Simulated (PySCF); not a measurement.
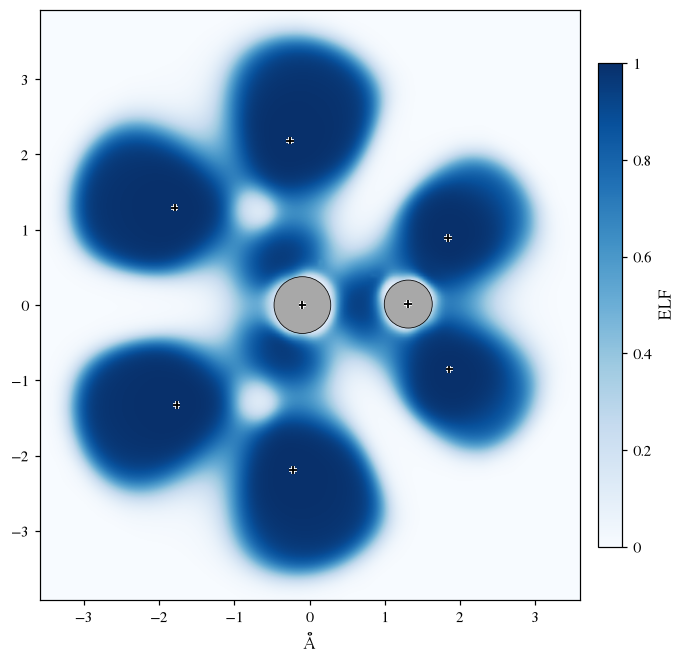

The electron localisation function on a plane through atoms (crosses mark nuclei in the plane; grey discs cover the cores).

The calculation used DFT single point, gas phase, functional wB97X in PySCF.

Candidates:
A. C₃H₉B (SMILES CB(C)C)
B. C₂H₅S (SMILES CC[S-]) (charge −1)
C. C₃H₉N (SMILES CC(C)[NH2+]) (charge +1, doublet)

**Which system is this?**

Candidate C: C₃H₉N on the plane of atoms H12, N4 and H13, which holds C, N and H. C–N (1.41 Å): the ELF peaks at about 0.95 between the atoms: localised, covalent bonding. N–H (1.03 Å): the ELF climbs to about 1 towards the hydrogen, as it does in any bond to H: a covalent bond by its length.
